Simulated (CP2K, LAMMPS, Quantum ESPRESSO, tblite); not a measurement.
**Forces in glassy B2O3 (150 atoms), program by program**

One geometry of glassy B2O3 (150 atoms) is solved by several programs and methods. How far do their forces lie from a plane-wave PBE run?

Results are calculated, not measured.

**1. The cell**

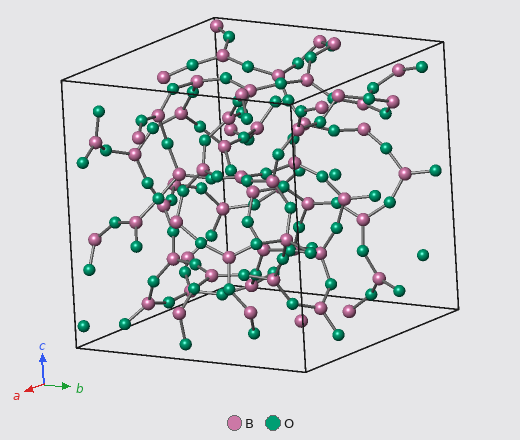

The cell (boron pink, oxygen teal). Bonds to atoms that aren't drawn are left out. Some periodic images of atoms are drawn too.

The cell holds 150 atoms (60 B and 90 O), with edges of 12.04, 12.04 and 12.04 Å. Recipe: 150 atoms (60 B, 90 O) placed at random at 1.93 g/cm³, melted at 3000 K for 20 ps at fixed volume with the Buckingham and Coulomb pair potential of Guillot and Sator (Geochim. Cosmochim. Acta 71, 1249 (2007)) with the boron terms of Wang et al. (J. Non-Cryst. Solids 498, 294 (2018)). Quenched from 3000 K to 300 K at 100 K/ps and fixed volume, held 10 ps at zero pressure. The density is 1.99 g/cm³.

**2. The reference input**

Quantum ESPRESSO 7.5: Kohn-Sham DFT, PBE, SSSP efficiency 1.3.0 pseudopotentials, plane waves. Its input, pw.in:

```
&control
  calculation = 'scf'
  pseudo_dir = './pseudo'
  outdir = './tmp'
  disk_io = 'none'
  tprnfor = .true.
  tstress = .true.
/
&system
  ibrav = 0
  nat = 150
  ntyp = 2
  ecutwfc = 60
  ecutrho = 480
  nosym = .true.
  occupations = 'smearing'
  smearing = 'fd'
  degauss = 0.003675
/
&electrons
  conv_thr = 7.5e-07
  electron_maxstep = 100
  mixing_beta = 0.4
  mixing_mode = 'plain'
  diagonalization = 'david'
/
ATOMIC_SPECIES
B 10.810 B.upf
O 15.999 O.upf
CELL_PARAMETERS angstrom
12.04324 0.00000 0.00000
0.00000 12.04324 0.00000
0.00000 0.00000 12.04324
ATOMIC_POSITIONS crystal
B 0.87755 0.20773 0.45938
B 0.40125 0.40212 0.47854
B 0.44234 0.62050 0.61648
B 0.45143 0.13926 0.09701
[... 144 atom lines left out ...]
O 0.57684 0.09896 0.73131
O 0.79739 0.91234 0.39105
K_POINTS gamma
```

```console
$ OMP_NUM_THREADS=1 mpirun -np 4 pw.x -in pw.in > output.txt
```

Elapsed: 5.6 min, on 4 MPI ranks of Arm Neoverse V1, shared host; peak memory 6.7 GiB.

It converged with an r.m.s. force component of 0.95 eV/Å and a pressure of -10 GPa.

Its highest filled and lowest empty levels lie 2.28 eV apart on its k-points.

**3. What was run beside it**

- CP2K 2026.2: Gaussian basis with GTH pseudopotentials and a plane-wave density; labels give functional, basis (MOLOPT sets; SR short-range, UZH the newer set with its own potentials), grid cutoff/relative cutoff and solver (OT: orbital transformation; TRS4, TC2, SIGN: linear-scaling purification with its sparsity filter), or its built-in tight binding.
- tblite 0.8.0: extended tight binding, driven from Python.

All use the same cell and atoms, and the electronic-structure runs the same k-mesh.

**4. Side by side**

Differences are against the reference: forces as r.m.s. over components, share as that over the reference's r.m.s. force, slope as the fitted ratio of a run's forces to the reference's.

```csv
run,"Δ force, r.m.s. (meV/Å)",share (%),slope,Δ pressure (GPa),Δ gap (eV),cores,CPU time,memory (GiB)
reference,-,-,-,-,-,4,22 min,6.7
"CP2K GFN1-xTB, OT DIIS",260,27.3,0.859,-4.03,-,2,11 s,0.36
"CP2K PBE, DZVP-UZH, 210/50 Ry, OT CG (coarse)",155,16.2,1.025,2.23,-0.156,4,17 min,1.8
"CP2K PBE, DZVP-UZH, 300/50 Ry, OT CG (coarse)",170,17.8,1.021,2.10,-0.154,4,18 min,2.1
"CP2K PBE, DZVP-UZH, 600/50 Ry, diagonalisation",93.6,9.82,1.025,1.82,-0.157,4,10 min,6.2
"CP2K PBE, SZV-MOLOPT-SR, 600/50 Ry, OT CG (coarse)",606,63.5,0.973,20.8,-0.804,2,11 min,2.2
"CP2K PBE, SZV-MOLOPT-SR, 600/50 Ry, SIGN filter 1e-03, SCF 1e-04 (coarse)",623,65.4,0.952,21.2,-,2,3.6 min,2.2
"CP2K PBE, SZV-MOLOPT-SR, 600/50 Ry, SIGN filter 1e-06, SCF 1e-06 (coarse)",608,63.8,0.973,20.9,-,2,11 min,2.2
"CP2K PBE, SZV-MOLOPT-SR, 600/50 Ry, SIGN filter 1e-07, SCF 1e-07 (coarse)",606,63.6,0.973,20.8,-,2,12 min,2.2
tblite GFN1-xTB,241,25.3,0.883,0.628,-,1,4.4 s,0.14
```

Rows marked coarse were listed beforehand as settings not expected to be converged; some can still land near the reference.

CPU time is summed over cores on shared hosts, so it is rough.

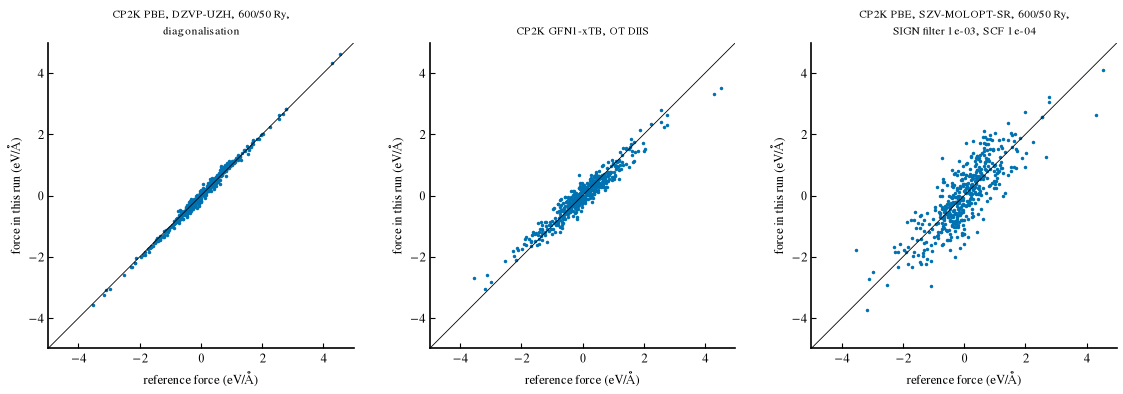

Force components against those of the reference; the line marks equality.

**5. Findings**

Forces lie from 9.8 % (CP2K PBE, DZVP-UZH, 600/50 Ry, diagonalisation) to 65 % (CP2K PBE, SZV-MOLOPT-SR, 600/50 Ry, SIGN filter 1e-03, SCF 1e-04, coarse) of the reference's r.m.s. force of 0.95 eV/Å away from it. The PBE run in local orbitals, coarse settings apart, differs by 9.8 % (CP2K PBE, DZVP-UZH, 600/50 Ry, diagonalisation); basis, grid and potentials can all enter. Tight binding differs by 25 % (tblite GFN1-xTB) to 27 % (CP2K GFN1-xTB, OT DIIS); it is another model, with fitted parameters of its own, and the xTB methods hold dispersion. Runs with settings chosen to be coarse differ by 16 % (CP2K PBE, DZVP-UZH, 210/50 Ry, OT CG) to 65 % (CP2K PBE, SZV-MOLOPT-SR, 600/50 Ry, SIGN filter 1e-03, SCF 1e-04), their programs' other errors included.

From CP2K PBE, DZVP-UZH, 210/50 Ry, OT CG to the finer CP2K PBE, DZVP-UZH, 600/50 Ry, diagonalisation the share falls from 16 to 9.8 %. Pressures at PBE, coarse settings apart, lie +1.82 GPa from the reference's. Gaps at PBE, coarse settings apart, lie -0.16 eV from the reference's.

Caveats: The reference's pressure holds the uncorrected Pulay stress of its 60 Ry basis, so small pressure differences may be the reference's own error. The quench rate of 100 K/ps is many orders above laboratory rates, so the cell is likely richer in defects and strain than a real sample. The network of bonds at the start is that of the classical potential that made the cell, and needn't be the one that DFT or experiment would give. The reference's stress is far from hydrostatic: its diagonal is -9.4, -12.6, -9.4 GPa, compression counted positive. The electronic-structure runs sample only Γ, in a cell whose shortest periodic width is 12 Å. Where levels are smeared, the DFT runs use Fermi–Dirac occupations at 580 K (0.05 eV), and energies are free energies. The reference's cutoffs and mesh weren't converged further here.

[Logs are printed without paths, hosts, clocks, repeated set-up lines and the standing remarks that a program may print on its own settings, such as how far it seeks lower states.]

[Hosts, paths, dates, database ids (printed as entryN), source tags and the programs' standing remarks are cut or masked in the printed files.]

[Cells were taken only where this reference lay near another plane-wave run.]
